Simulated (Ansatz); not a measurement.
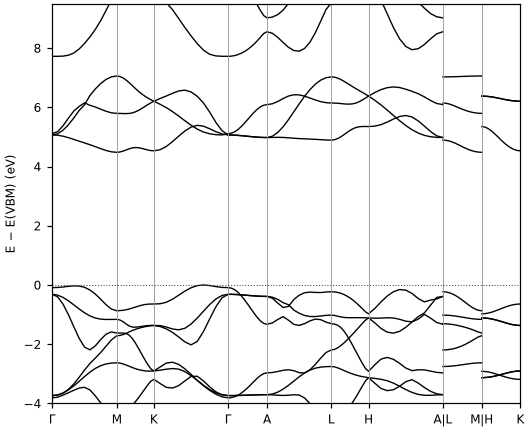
Figure. Band structure from plane-wave PAW PBE+D3(BJ) (Ansatz code)

Task: Read off the gap and where the band edges lie.

Result: About 4.5 eV (4.48 eV by a search for the band edges); maximum on the K–Γ line, 66 % of the way from K, minimum at M.

The material is HfO$_{2}$ (CdI2 type, P-3m1).

The cell is a constructed one: a structure type filled with these elements; neither database checked (COD, Materials Project) lists it. It is not the phase usual at ambient conditions (space group No. 14, 29). The PBE+D3(BJ) relaxation kept the symmetry of its start; whether a distortion lowers the energy is not shown. No spin polarisation was allowed. Scalar-relativistic: spin–orbit coupling is off unless named, which matters more the heavier the elements.

Potentials: the earlier of the program's two PAW sets.
